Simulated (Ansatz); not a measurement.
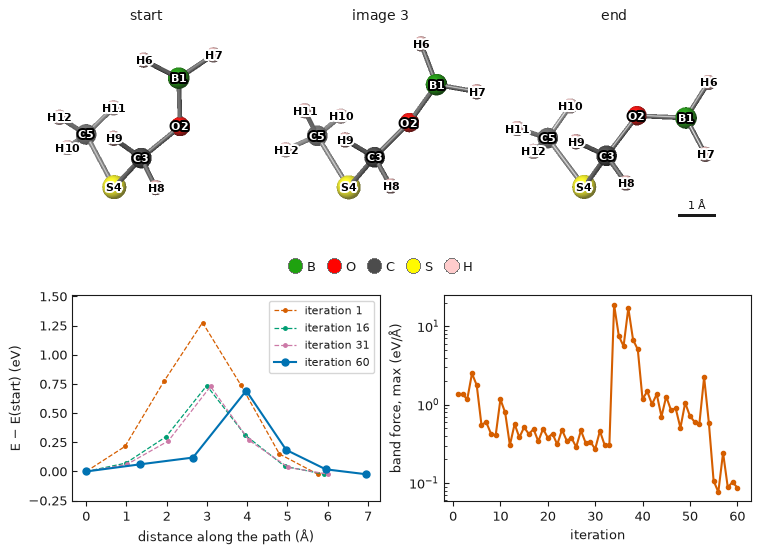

A search for the minimum-energy path of C2H7BOS by the nudged elastic band. Images are numbered from 0 (start) to 6 (end). The plot follows the band through its iterations. Style: ball-and-stick. Shown from a free direction.

Level of theory: RKS BHLYP/6-31G* in Ansatz. Set-up: 5 movable images; climbing image; force threshold 0.05 eV/Å; iteration limit 60; optimiser L-BFGS; largest step 0.5 Å; starting path by image-dependent pair potential.

### Did the band converge, and can the barrier be trusted?

The result isn't final. The band hadn't converged when the run stopped after 60 iterations. The largest component of the band force went from 1.4 to 0.087 eV/Å. The barrier read from it is provisional, though the highest image hardly moved in the last two iterations. The step length is far from the usual. The first iteration put the highest image at 1.28 eV. The energy climbs by 0.69 eV to image 3 and then falls by 0.72 eV, so the end point sits at −0.02 eV.
